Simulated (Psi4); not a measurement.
**M06-2X/def2-SVP (core potential) run of SnNH4Cl (SMILES [NH2][SnH2][Cl])**

Aim: the vertical ionisation energy of SnNH4Cl at M06-2X/def2-SVP (core potential), from 2 runs. The job is set up through an ASE script.

Program for the calculation: Psi4 1.11.

## (1) The system as given

SnNH4Cl has 7 atoms, charge 0, and is taken as a singlet. As SMILES, `[NH2][SnH2][Cl]`. Geometry: relaxed at PBE0-D4/def2-TZVP. This is one conformer, not always the lowest.

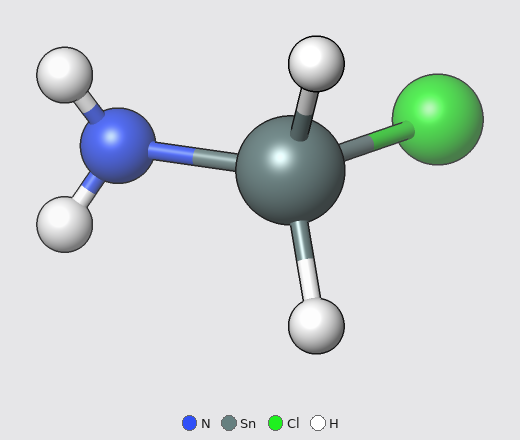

Viewed from a chosen angle; nitrogen blue, tin teal, chlorine green, hydrogen white.

## (2) The energy at M06-2X/def2-SVP (core potential)

The input, run_ase.py:

```python
import numpy as np
from ase.calculators.psi4 import Psi4
from ase import Atoms

a = Atoms(['N', 'Sn', 'Cl', 'H', 'H', 'H', 'H'], positions=[
    [-0.972800, -0.020100, -0.835200],
    [0.562300, 0.041400, 0.449100],
    [0.846400, -2.133500, 1.251000],
    [-1.803500, 0.485500, -0.566500],
    [-0.756400, 0.165200, -1.803000],
    [0.172800, 0.976800, 1.814600],
    [2.012400, 0.416800, -0.355700],
])
calc = Psi4(atoms=a, method='m06-2x', basis='def2-SVP', memory='2200MB', num_threads=1, charge=0, multiplicity=1, label='calc', reference='rks')
calc.psi4.set_options({'puream': True, 'e_convergence': 1e-09, 'd_convergence': 1e-08, 'scf_type': 'pk', 'dft_radial_points': 99, 'dft_spherical_points': 590})
a.calc = calc

print(f'energy: {a.get_potential_energy():.6f} eV')
```

Command:

```
$ python run_ase.py
```

calc.dat:

```text
[...]
    !!!  WARNING: ECP capability is in beta. Please check occupations closely.  !!!
[...]
  Running in c1 symmetry.
[...]
  Nuclear repulsion =  186.923705781262044
[...]
  Multiplicity = 1
[...]
  Nalpha       = 25
  Nbeta        = 25
[...]
    Number of basis functions: 78
[...]
   @RKS iter   1:  -731.16658045752035   -1.49656e+00   8.83825e-03 DIIS/ADIIS
[...]
   @RKS iter  11:  -731.38104375214448   -8.52651e-12   6.13654e-09 DIIS
[...]
    Orbital Energies [Eh]
    ---------------------
    Doubly Occupied:
       1A   -102.598939     2A    -14.743995     3A     -9.768670
       4A     -7.494106     5A     -7.489869     6A     -7.489848
       7A     -5.356781     8A     -3.674119     9A     -3.670528
      10A     -3.670043    11A     -1.190344    12A     -1.187103
      13A     -1.184439    14A     -1.180746    15A     -1.179914
      16A     -0.921266    17A     -0.871151    18A     -0.579171
      19A     -0.551517    20A     -0.440671    21A     -0.409687
      22A     -0.406654    23A     -0.357772    24A     -0.351765
      25A     -0.323439
[...]
  @RKS Final Energy:  -731.38104375214448
   => Energetics <=
    Nuclear Repulsion Energy =            186.9237057812620435
    One-Electron Energy =               -1461.1187839377257660
    Two-Electron Energy =                 569.0156518758702759
    DFT Exchange-Correlation Energy =     -26.2016174715510388
    Empirical Dispersion Energy =           0.0000000000000000
    VV10 Nonlocal Energy =                  0.0000000000000000
    Total Energy =                       -731.3810437521444783
[...]
 Multipole Moments:
 ------------------------------------------------------------------------------------
     Multipole            Electronic (a.u.)      Nuclear  (a.u.)        Total (a.u.)
 ------------------------------------------------------------------------------------
 L = 1.  Multiply by 2.5417464519 to convert [e a0] to [Debye]
 Dipole X            :          8.1806362           -8.3750827           -0.1944465
 Dipole Y            :         27.5154389          -26.1362595            1.3791793
 Dipole Z            :         -0.1731896           -0.3481298           -0.5213194
 Magnitude           :                                                    1.4871849
[...]
```

On the terminal:

```text
energy: -19901.891912 eV
```

Run time: 14 s. Hardware: 1 thread of AMD EPYC 9R45 (Zen 5), shared host; peak memory 1.2 GiB.

## (3) The doublet cation

The input, run_ase.py:

```python
import numpy as np
from ase.calculators.psi4 import Psi4
from ase import Atoms

atoms = Atoms(['N', 'Sn', 'Cl', 'H', 'H', 'H', 'H'], positions=[
    [-0.972800, -0.020100, -0.835200],
    [0.562300, 0.041400, 0.449100],
    [0.846400, -2.133500, 1.251000],
    [-1.803500, 0.485500, -0.566500],
    [-0.756400, 0.165200, -1.803000],
    [0.172800, 0.976800, 1.814600],
    [2.012400, 0.416800, -0.355700],
])
calc = Psi4(atoms=atoms, method='m06-2x', basis='def2-SVP', memory='2200MB', num_threads=1, charge=1, multiplicity=2, label='calc', reference='uks')
calc.psi4.set_options({'puream': True, 'e_convergence': 1e-09, 'd_convergence': 1e-08, 'scf_type': 'pk', 'dft_radial_points': 99, 'dft_spherical_points': 590, 'maxiter': 100})
atoms.calc = calc

print(f'energy: {atoms.get_potential_energy():.6f} eV')
```

Command:

```
$ python run_ase.py
```

calc.dat:

```text
[...]
    !!!  WARNING: ECP capability is in beta. Please check occupations closely.  !!!
[...]
  Running in c1 symmetry.
[...]
  Nuclear repulsion =  186.923705781262044
[...]
  Multiplicity = 2
[...]
  Nalpha       = 25
  Nbeta        = 24
[...]
    Number of basis functions: 78
[...]
   @UKS iter   1:  -730.77188989509909   -1.10187e+00   8.53093e-03 DIIS/ADIIS
[...]
   @UKS iter  33:  -731.01786331024641   -5.34328e-12   5.72111e-09 DIIS
[...]
   @S^2 Observed:                7.553482756E-01
[...]
    Orbital Energies [Eh]
    ---------------------
    Alpha Occupied:
       1A   -102.789279     2A    -15.122793     3A     -9.958044
       4A     -7.684716     5A     -7.678680     6A     -7.678376
       7A     -5.575372     8A     -3.894434     9A     -3.889977
      10A     -3.885566    11A     -1.418677    12A     -1.406852
      13A     -1.401482    14A     -1.397285    15A     -1.397048
      16A     -1.280365    17A     -1.057680    18A     -0.891076
      19A     -0.846164    20A     -0.749150    21A     -0.694810
      22A     -0.604379    23A     -0.584833    24A     -0.541385
      25A     -0.531881
    Alpha Virtual:
[...]
  @UKS Final Energy:  -731.01786331024641
   => Energetics <=
    Nuclear Repulsion Energy =            186.9237057812620435
    One-Electron Energy =               -1449.6686585793181621
    Two-Electron Energy =                 557.7541255450604467
    DFT Exchange-Correlation Energy =     -26.0270360572507506
    Empirical Dispersion Energy =           0.0000000000000000
    VV10 Nonlocal Energy =                  0.0000000000000000
    Total Energy =                       -731.0178633102464119
[...]
 Multipole Moments:
 ------------------------------------------------------------------------------------
     Multipole            Electronic (a.u.)      Nuclear  (a.u.)        Total (a.u.)
 ------------------------------------------------------------------------------------
 L = 1.  Multiply by 2.5417464519 to convert [e a0] to [Debye]
 Dipole X            :          6.6200129           -8.3750827           -1.7550698
 Dipole Y            :         27.9264230          -26.1362595            1.7901635
 Dipole Z            :         -1.6011345           -0.3481298           -1.9492643
 Magnitude           :                                                    3.1756239
[...]
```

Standard output:

```text
energy: -19892.009269 eV
```

Wall time 59 s (1 thread of AMD EPYC 9R45 (Zen 5), shared host); peak memory 1.2 GiB.

## (4) Outcome

Level: M06-2X/def2-SVP (core potential).

| quantity | value |
| --- | --- |
| singlet SnNH4Cl: total energy | -731.38104 Eh |
| singlet SnNH4Cl: dipole moment | 3.78 D |
| singlet SnNH4Cl: HOMO energy | -8.80 eV |
| singlet SnNH4Cl: LUMO energy | 0.91 eV |
| singlet SnNH4Cl: HOMO–LUMO gap | 9.71 eV |
| doublet cation: total energy | -731.01786 Eh |
| doublet cation: HOMO energy (highest over α and β) | -14.42 eV |
| doublet cation: LUMO energy (lowest over α and β) | -10.72 eV |
| doublet cation: ⟨S²⟩ | 0.755 |
| vertical ionisation energy (to the doublet cation) | 9.883 eV |

What this shows: Removing an electron at fixed nuclei costs 9.88 eV (954 kJ/mol). The negative HOMO energy of the first species, 8.80 eV, lies 1.08 eV below that difference.
